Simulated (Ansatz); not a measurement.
System: WS.

The calculation's input:

```
crystal:
  lattice:
    - [3.0067474718, 0.0, 0.0]
    - [0.0, 3.0067474718, 0.0]
    - [0.0, 0.0, 3.0067474718]
  atoms:
    - { symbol: W, position: [0.0, 0.0, 0.0] }
    - { symbol: S, position: [0.5, 0.5, 0.5] }
basis:
  ecutwfc: 420
kpoints:
  mp_grid: { grid: [14, 14, 14] }
hamiltonian:
  xc: pbe
scf:
  occupations: { method: gaussian, width: 0.1 }
output:
  forces: true
  stress: true
  eigenvalues: true
  write_density: true
  write_potential: true
  elf: true
  volumetric_format: npy
relax:
  adjacent_minimum: "off"
  f_tol: 0.01
  max_steps: 80
  cell: { stress_tol: 0.05 }
```

Run with:

```sh
ansatz run input.yaml --threads 1 --pin off --max-ram 2560MiB --backend cpu --events-out ev --progress --plain --runs-dir out
```

Below, planes, directions and counts refer to the conventional cell (a = 3.01 Å, b = 3.01 Å, c = 3.01 Å, α = 90.00°, β = 90.00°, γ = 90.00°).

The fields are those of the relaxed geometry.

Space group Pm-3m; started from the CsCl (B2) prototype, which need not be the ambient phase.

Theory: DFT PBE, scalar-relativistic, plane waves, PAW in Ansatz 0.2.0.

**What can the converged valence pseudo-density and electron localisation function tell about the bonding?**

W–S (2.61 Å): the density is about 0.42 e/Å³ at the midpoint; the ELF peaks at about 0.85 in the valence shell of S, 0.8 Å from its nucleus, and is about 0.35 at the midpoint.

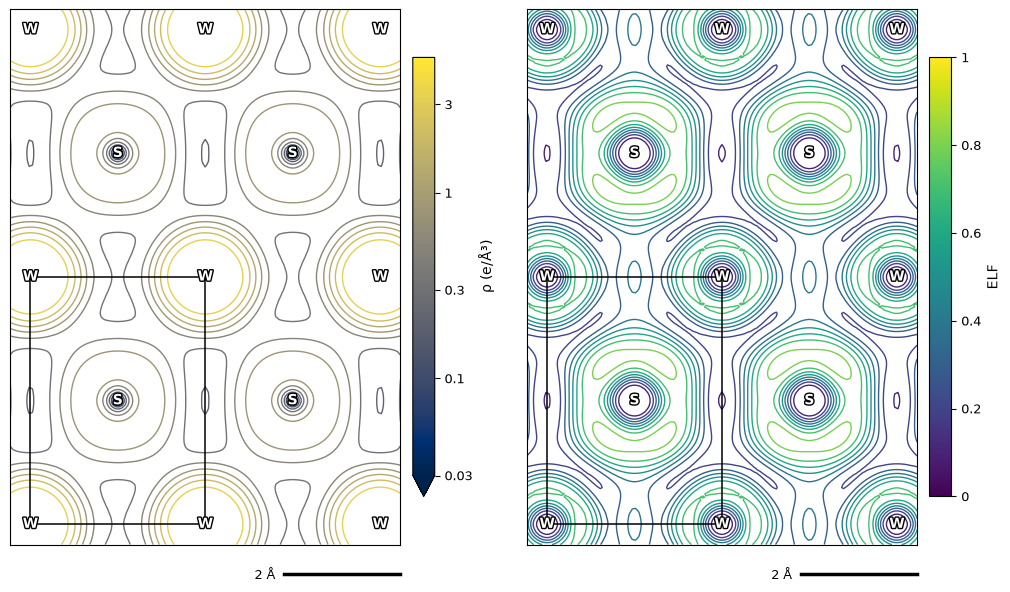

Computed valence pseudo-density and electron localisation function on the (101̄) plane of the conventional cell, in this order. 

In a PAW calculation such maps are meaningful between the atoms, not at the nuclei.
